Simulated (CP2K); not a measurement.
# ZnBSiH3O at GFN1-xTB

Aim: the energy difference between two shapes of ZnBSiH3O at GFN1-xTB, from 2 runs. 

The results are computed with CP2K 2026.2.

9 further runs of the same task are left out: 2 that didn't finish, 7 set aside as unsound or not needed.

### Step 1. The structure to begin with

The species is ZnBSiH3O (7 atoms), meant as a singlet with charge 0. The shape comes from GFN2-xTB, which is rough for such elements, and wasn't checked as a minimum.

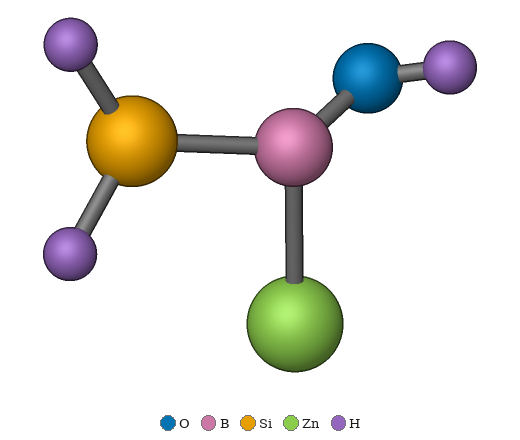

The structure, seen from a chosen angle (oxygen blue, boron pink, silicon amber, zinc green, hydrogen purple).

### Step 2. Energy and gradient at GFN1-xTB

Contents of molecule.xyz:

```xyz
7

O     -1.559330     0.814340    -0.529230
B     -0.284980     0.296840    -0.430540
Si     0.770330    -0.301970     0.959890
Zn    -0.327090    -1.507130    -1.594000
H     -1.715320     1.497060    -1.180980
H      1.270280     0.485910     2.095480
H      1.846120    -1.285050     0.679380
```

Contents of job.inp:

```
&GLOBAL
   PROJECT_NAME job
   RUN_TYPE ENERGY_FORCE
   PRINT_LEVEL MEDIUM
&END GLOBAL

&FORCE_EVAL
   METHOD QUICKSTEP
   &DFT
      CHARGE 0
      MULTIPLICITY 1
      &QS
         METHOD XTB
         EPS_DEFAULT 1.0E-10
         &XTB
            GFN_TYPE 1
            CHECK_ATOMIC_CHARGES F
         &END XTB
      &END QS
      ! no periodic images
      &POISSON
         PERIODIC NONE
         POISSON_SOLVER ANALYTIC
      &END POISSON
      ! self-consistent field
      &SCF
         SCF_GUESS ATOMIC
         EPS_SCF 1.0E-06
         MAX_SCF 100
         ADDED_MOS 4
         &DIAGONALIZATION
            ALGORITHM STANDARD
         &END DIAGONALIZATION
         &MIXING
            METHOD DIRECT_P_MIXING
            ALPHA 0.4
         &END MIXING
         &SMEAR ON
            METHOD FERMI_DIRAC
            ELECTRONIC_TEMPERATURE [K] 300
         &END SMEAR
      &END SCF
      ! extra output
      &PRINT
         &MOMENTS
            PERIODIC F
            REFERENCE COM
            MAX_MOMENT 1
         &END MOMENTS
         &MO ON
            ENERGIES T
            OCCUPATION_NUMBERS T
            NDIGITS 6
            &EACH
               QS_SCF 0
            &END EACH
            ADD_LAST NUMERIC
         &END MO
         &HIRSHFELD OFF
         &END HIRSHFELD
      &END PRINT
   &END DFT
   ! structure
   &SUBSYS
      ! box in angstrom
      &CELL
         ABC [angstrom] 13.6 13 13.7
         PERIODIC NONE
      &END CELL
      &TOPOLOGY
         COORD_FILE_NAME molecule.xyz
         COORD_FILE_FORMAT XYZ
         &CENTER_COORDINATES
         &END CENTER_COORDINATES
      &END TOPOLOGY
   &END SUBSYS
   &PRINT
      &FORCES ON
      &END FORCES
   &END PRINT
&END FORCE_EVAL
```

The run is started by

```bash
$ OMP_NUM_THREADS=1 cp2k.psmp -i job.inp > job.out 2>&1
```

Log:

```text
CP2K| version string:                                       CP2K version 2026.2
[...]
 GLOBAL| Method name                                                        CP2K
[...]
 GLOBAL| Run type                                                   ENERGY_FORCE
[...]
                             - Atoms:                                          7
[...]
                             - Spherical basis functions:                     27
[...]
 Number of electrons:                                                         18
[...]
     1 P_Mix/Diag. 0.40E+00    0.0     0.53590173       -10.2826870027 -1.03E+01
[...]
    14 DIIS/Diag.  0.44E-06    0.0     0.00000049       -10.3563390647 -2.22E-12
  *** SCF run converged in    14 steps ***
[...]
  Fermi energy:                                                -0.29820940004378
[...]
 TB_DIPOLE| Moment [Debye]          0.05840317       0.46933580      -2.06675985
 TB_DIPOLE| Derivative [a.u.]       0.00000000       0.00000000       0.00000000
[...]
 ENERGY| Total FORCE_EVAL ( QS ) energy [hartree]            -10.356339064675838
 FORCES| Atomic forces [hartree/bohr]
 FORCES|   Atom     x               y               z               |f|
 FORCES|      1 -7.10675591E-03  1.90134537E-03  4.36798833E-03   8.55572416E-03
 FORCES|      2 -4.99406764E-04  2.04216728E-02 -1.58172042E-02   2.58355970E-02
 FORCES|      3  2.26124757E-03 -2.49758874E-02  1.96884997E-02   3.18833062E-02
 FORCES|      4  3.94826445E-03 -8.31497088E-03  2.19877983E-03   9.46372895E-03
 FORCES|      5  2.92381549E-04  1.10265204E-03 -1.93428958E-03   2.24561900E-03
 FORCES|      6  2.26351839E-03  9.69122159E-04 -6.42643180E-03   6.88198656E-03
 FORCES|      7 -1.15924929E-03  8.89606594E-03 -2.07734225E-03   9.20864805E-03
 FORCES| Sum     6.93889390E-18 -6.07153217E-17  2.81892565E-17
 FORCES| Total atomic force                                       6.72988314E-17
[...]
```

It took 0.55 s on 1 thread of Arm Neoverse N1, shared host; peak memory 0.15 GiB.

### Step 3. The distorted shape at the same level

Contents of molecule.xyz:

```xyz
7

O     -1.591761     0.758563    -0.452991
B     -0.288651     0.418205    -0.369521
Si     0.708118    -0.313263     0.969896
Zn    -0.248040    -1.506960    -1.622059
H     -1.691045     1.506376    -1.185576
H      1.246454     0.472004     2.133435
H      1.932167    -1.282960     0.723515
```

Contents of run.inp:

```
&GLOBAL
  PROJECT_NAME run
  RUN_TYPE ENERGY_FORCE
  PRINT_LEVEL MEDIUM
&END

&FORCE_EVAL
  METHOD QS
  &DFT
    &QS
      METHOD XTB
      EPS_DEFAULT 1.0E-10
      &XTB
        GFN_TYPE 1
        CHECK_ATOMIC_CHARGES F
      &END
    &END
    &POISSON
      PERIODIC NONE
      POISSON_SOLVER ANALYTIC
    &END
    &SCF
      SCF_GUESS ATOMIC
      EPS_SCF 1.0E-06
      MAX_SCF 100
      ADDED_MOS 4
      &DIAGONALIZATION
        ALGORITHM STANDARD
      &END
      &MIXING
        METHOD DIRECT_P_MIXING
        ALPHA 0.4
      &END
      &SMEAR ON
        METHOD FERMI_DIRAC
        ELECTRONIC_TEMPERATURE [K] 300
      &END
    &END
    &PRINT
      &MOMENTS
        PERIODIC F
        REFERENCE COM
        MAX_MOMENT 1
      &END
      &MO ON
        ENERGIES T
        OCCUPATION_NUMBERS T
        NDIGITS 6
        &EACH
          QS_SCF 0
        &END
        ADD_LAST NUMERIC
      &END
      &HIRSHFELD OFF
      &END
    &END
  &END
  &SUBSYS
    &CELL
      ABC 13.6 13 13.8
      PERIODIC NONE
    &END
    &TOPOLOGY
      COORD_FILE_NAME molecule.xyz
      COORD_FILE_FORMAT XYZ
      &CENTER_COORDINATES
      &END
    &END
  &END
  &PRINT
    &FORCES ON
    &END
  &END
&END
```

The run is started by

```bash
$ OMP_NUM_THREADS=1 cp2k.psmp -i run.inp > run.out 2>&1
```

Log:

```text
CP2K| version string:                                       CP2K version 2026.2
[...]
 GLOBAL| Method name                                                        CP2K
[...]
 GLOBAL| Run type                                                   ENERGY_FORCE
[...]
                             - Atoms:                                          7
[...]
                             - Spherical basis functions:                     27
[...]
 Number of electrons:                                                         18
[...]
     1 P_Mix/Diag. 0.40E+00    0.0     0.59973914       -10.2677735308 -1.03E+01
[...]
    14 DIIS/Diag.  0.57E-06    0.0     0.00000059       -10.3479668678 -1.67E-13
  *** SCF run converged in    14 steps ***
[...]
  Fermi energy:                                                -0.30244116804535
[...]
 TB_DIPOLE| Moment [Debye]         -0.08018408       1.05174030      -2.09936824
 TB_DIPOLE| Derivative [a.u.]       0.00000000       0.00000000       0.00000000
[...]
 ENERGY| Total FORCE_EVAL ( QS ) energy [hartree]            -10.347966867790436
 FORCES| Atomic forces [hartree/bohr]
 FORCES|   Atom     x               y               z               |f|
 FORCES|      1 -2.18680539E-02  5.66626363E-02 -4.69983787E-02   7.67965737E-02
 FORCES|      2  4.64133937E-03  9.95308565E-03 -2.49654939E-02   2.72741972E-02
 FORCES|      3  3.35640484E-02 -4.02594608E-02  3.64718199E-02   6.38557999E-02
 FORCES|      4  4.91181506E-03 -1.15715037E-03  5.33887758E-03   7.34632820E-03
 FORCES|      5 -1.95181178E-03 -4.28128899E-02  4.23936698E-02   6.02824714E-02
 FORCES|      6 -1.17236170E-03 -2.99401046E-03 -1.21015650E-02   1.25214379E-02
 FORCES|      7 -1.81249755E-02  2.06077896E-02 -1.38929663E-04   2.74447633E-02
 FORCES| Sum    -1.17961196E-16  2.77555756E-17 -1.33790548E-16
 FORCES| Total atomic force                                       1.80513508E-16
[...]
```

Wall time 0.56 s (1 thread of Arm Neoverse N1, shared host); peak memory 0.15 GiB.

### Step 4. Summary of results

At GFN1-xTB:

| quantity | value |
| --- | --- |
| first shape: total energy | -10.35634 Eh |
| first shape: dipole moment (from atomic charges alone) | 2.12 D |
| first shape: HOMO energy | -9.35 eV |
| first shape: LUMO energy | -7.22 eV |
| first shape: HOMO–LUMO gap | 2.14 eV |
| first shape: dispersion energy | -5.83 kJ/mol |
| first shape: largest force on an atom | 1.640 eV/Å |
| distorted shape: total energy | -10.34797 Eh |
| distorted shape: dipole moment (from atomic charges alone) | 2.35 D |
| distorted shape: HOMO energy | -9.48 eV |
| distorted shape: LUMO energy | -7.33 eV |
| distorted shape: HOMO–LUMO gap | 2.14 eV |
| distorted shape: dispersion energy | -5.98 kJ/mol |
| distorted shape: largest force on an atom | 3.949 eV/Å |
| energy change with the atoms displaced | 0.228 eV |

**Reading.** With the atoms displaced the energy rises by 0.23 eV (22.0 kJ/mol). The first shape isn't relaxed at this level, so the change isn't measured from a minimum. The largest force (first shape) is 1.64 eV/Å: the shape isn't a stationary point for this species at this level. The dipole (first shape) comes from point charges on the atoms alone, without atomic dipoles, so it is partial. The dipole (distorted shape) comes from point charges on the atoms alone, without atomic dipoles, so it is partial.
